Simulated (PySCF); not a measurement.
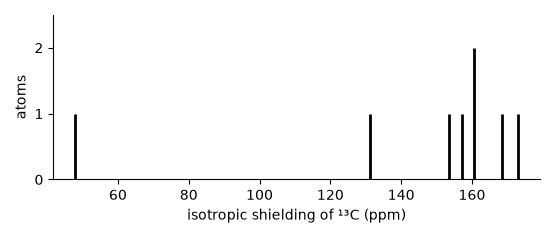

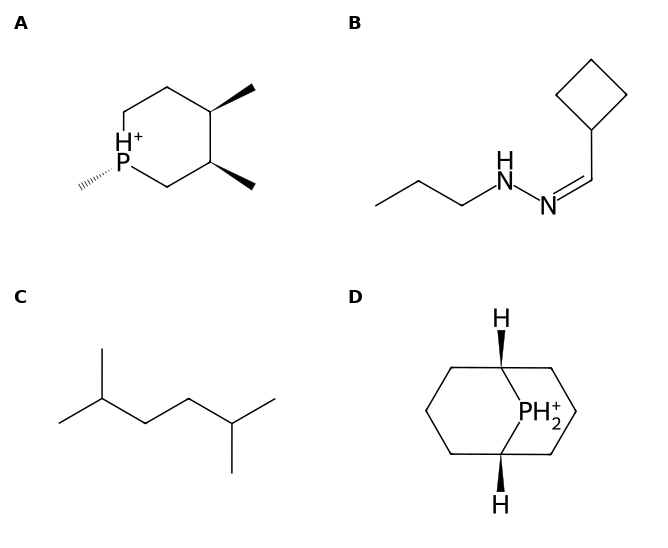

The sticks are computed shieldings of one of the molecules, for one fixed geometry (GFN2-xTB) without averaging over rotations. Low shielding means a high chemical shift. Method: GIAO PBE0/pcSseg-1 NMR shielding, non-relativistic, gas phase (PySCF 2.14.0).

Question: Which molecule gives this pattern?

Answer: B, `CCCN/N=C\C1CCC1`. Its 8 C atoms give lines at 47.9, 131.1, 153.5, 157.3, 160.4 (2 atoms), 168.5, 172.9 ppm.

The geometry is semi-empirical. Around P such bond lengths and angles can be off by a tenth of an ångström or more and by several degrees, and values that hang on the shape move with them.
